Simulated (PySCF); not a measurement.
# triplet GeH4: levels of theory compared

We compute a comparison of 6 runs (UHF/3-21G, U-wB97X/def2-TZVP, UBHLYP/def2-TZVP, UBLYP/def2-TZVP, UPBE/def2-TZVP, UCCSD(T)/def2-TZVP) of triplet GeH4. The job is set up through a Python script.

Program for the calculation: PySCF 2.14.0.

3 further runs of the same task are left out: 3 set aside as unsound or not needed. Runs told in other sessions of the task aren't counted.

### 1 The structure to begin with

GeH4: 5 atoms, total charge 0, spin state triplet. As SMILES of the parent species, `[GeH4]`. Geometry: relaxed at PBE0-D4/def2-TZVP. That shape belongs to the parent species and isn't relaxed for this state.

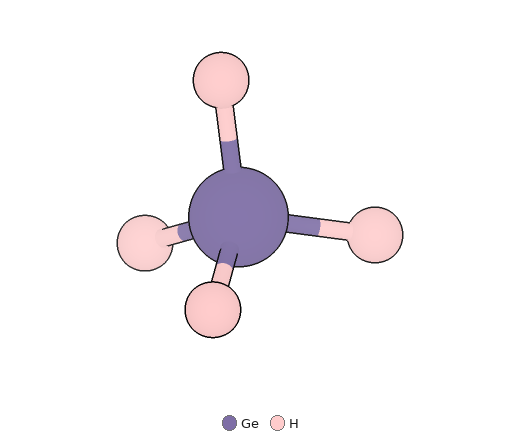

Viewed from a chosen angle; germanium purple, hydrogen pink.

### 2 A single-point energy at UHF/3-21G (run 1)

File calc.py:

```python
from pyscf import gto, scf

molecule = gto.M(
    atom='''
Ge       0.000100       0.000100       0.000000
H        1.148100      -0.756300       0.680600
H       -1.238800      -0.030000       0.904200
H       -0.329200      -0.669100      -1.340600
H        0.419800       1.455400      -0.244100
''',
    spin=2,
    max_memory=1860,
    basis='3-21g',
    verbose=3,
)

mf = scf.UHF(molecule)
mf.conv_tol = 1e-10
mf.kernel()
if not mf.converged:
    mf = mf.newton().run(mf.mo_coeff, mf.mo_occ)

e_final = mf.e_tot
print('Final energy', e_final)
```

Launch:

```console
$ OMP_NUM_THREADS=1 python calc.py
```

The log of the run:

```text
WARN: HOMO 0.122105118420334 >= LUMO -0.418208670525153

WARN: HOMO -0.10227294566092 >= LUMO -0.186707369590685

WARN: HOMO -0.105411299569699 >= LUMO -0.126861801672634

WARN: HOMO -0.112982525896319 >= LUMO -0.120882618895626

converged SCF energy = -2067.29551877706  <S^2> = 2.0039112  2S+1 = 3.0026063
Final energy -2067.295518777059
```

It took 0.56 s on 1 thread of Intel Xeon Platinum 8488C (Sapphire Rapids), shared host; peak memory 0.1 GiB.

### 3 A single-point energy at U-wB97X/def2-TZVP (run 2)

File job.py:

```python
from pyscf import gto, dft

system = gto.Mole()
system.atom = '''
Ge     0.000189     0.000189     0.000000
H      2.169595    -1.429200     1.286148
H     -2.340993    -0.056692     1.708690
H     -0.622098    -1.264416    -2.533367
H      0.793307     2.750307    -0.461282
'''
system.max_memory = 1860
system.basis = 'def2-tzvp'
system.spin = 2
system.charge = 0
system.verbose = 4
system.unit = 'bohr'
system.build()

ks = dft.UKS(system)
ks.xc = 'wb97x'
ks.grids.level = 5
ks.conv_tol = 1e-10
ks.kernel()
if not ks.converged:
    ks = ks.newton().run(ks.mo_coeff, ks.mo_occ)

e_tot = ks.e_tot
print('E = %.10f Eh' % e_tot)
```

Launch:

```console
$ OMP_NUM_THREADS=1 python job.py
```

The log of the run:

```text
PySCF version 2.14.0

[... 54 lines left out ...]
[... the frontier-level lines of each cycle are left out ...]
[... 29 lines left out ...]
[... 29 lines left out ...]
[... 29 lines left out ...]
[... 29 lines left out ...]
[... 1 line left out ...]
cycle= 21 E= -2079.11173383945  delta_E= -3.18e-10  |g|= 1.69e-06  |ddm|= 0.000178


cycle= 22 E= -2079.11173383948  delta_E= -3e-11  |g|= 1.07e-06  |ddm|= 8.72e-05


Extra cycle  E= -2079.11173383948  delta_E= 2.27e-12  |g|= 8.84e-07  |ddm|= 2.73e-05
converged SCF energy = -2079.11173383948  <S^2> = 2.0024513  2S+1 = 3.0016338
E = -2079.1117338395 Eh
```

Run time: 25 s. Hardware: 1 thread of Intel Xeon Platinum 8488C (Sapphire Rapids), shared host; peak memory 0.37 GiB.

Runs 3 to 5 aren't shown in full; the table further down has their settings and results.

### 4 A single-point energy at UCCSD(T)/def2-TZVP (run 6)

File job.py:

```python
from pyscf import gto, scf, cc

system = gto.Mole()
system.atom = '''
Ge     0.000189     0.000189     0.000000
H      2.169595    -1.429200     1.286148
H     -2.340993    -0.056692     1.708690
H     -0.622098    -1.264416    -2.533367
H      0.793307     2.750307    -0.461282
'''
system.basis = 'def2-tzvp'
system.charge = 0
system.max_memory = 1860
system.unit = 'bohr'
system.spin = 2
system.verbose = 3
system.build()

mf = scf.UHF(system)
mf.conv_tol = 1e-10
mf.kernel()
if not mf.converged:
    mf = mf.newton().run(mf.mo_coeff, mf.mo_occ)

mycc = cc.CCSD(mf, frozen=9)
mycc.kernel()
e_t = mycc.ccsd_t()
etot = mycc.e_tot + e_t
print(f'total energy: {etot:.8f} hartree')
```

Launch:

```console
$ OMP_NUM_THREADS=1 python job.py
```

The log of the run:

```text
WARN: HOMO 0.107425152806047 >= LUMO -0.384433884475902

WARN: HOMO -0.119431411338254 >= LUMO -0.237687451959173

WARN: HOMO -0.107364394419069 >= LUMO -0.18156210406334

WARN: HOMO -0.10998183622766 >= LUMO -0.141926616358454

WARN: HOMO -0.1216504266749 >= LUMO -0.129718160561239

converged SCF energy = -2077.37249566876  <S^2> = 2.00565  2S+1 = 3.0037643
E(UCCSD) = -2077.650285887396  E_corr = -0.2777902186390784
UCCSD(T) correction = -0.00956204074390065
total energy: -2077.65984793 hartree
```

It took 25 s on 1 thread of Intel Xeon Platinum 8488C (Sapphire Rapids), shared host; peak memory 0.77 GiB.

### 5 All runs side by side

| run | level | integration grid | frozen core orbitals | energy (Eh) | dipole moment (D) of the reference | HOMO energy (eV) | ⟨S²⟩ | wall time |
| --- | --- | --- | --- | --- | --- | --- | --- | --- |
| 1 | UHF/3-21G | – | – | -2067.295519 | 2.29 | -3.32 | 2.004 | 0.56 s |
| 2 | U-wB97X/def2-TZVP | 5 | – | -2079.111734 | 0.60 | -3.68 | 2.002 | 25 s |
| 3 | UBHLYP/def2-TZVP | 5 | – | -2079.051901 | 0.75 | -2.55 | 2.003 | 18 s |
| 4 | UBLYP/def2-TZVP | 5 | – | -2079.136330 | 0.57 | -1.11 | 2.001 | 17 s |
| 5 | UPBE/def2-TZVP | 5 | – | -2078.765089 | 0.61 | -1.26 | 2.002 | 16 s |
| 6 | UCCSD(T)/def2-TZVP | – | 9 | -2077.659848 | 0.92 | -3.81 | 2.006 | 25 s |

### 6 Results

```
                                                         quantity           value
                                              run 6: total energy  -2077.65985 Eh
                      run 6: dipole moment (Hartree–Fock density)          0.92 D
run 6: HOMO energy (Hartree–Fock orbitals) (highest over α and β)        -3.81 eV
 run 6: LUMO energy (Hartree–Fock orbitals) (lowest over α and β)        -2.79 eV
               run 6: correlation energy (9 core orbitals frozen)      -287.4 mEh
                                            run 6: (T) correction       -9.56 mEh
                         run 6: ⟨S²⟩ of the reference determinant           2.006
                                             run 6: T1 diagnostic           0.018
```

**Reading.** Over runs 1, 2, 3, 4, 5 the dipole moment (its size) runs from 0.57 D (UBLYP/def2-TZVP) to 2.29 D (UHF/3-21G). The two ends differ in method and basis. Totals of different functionals can't be ranked against each other. All runs together took 1.7 min, the longest 25 s.
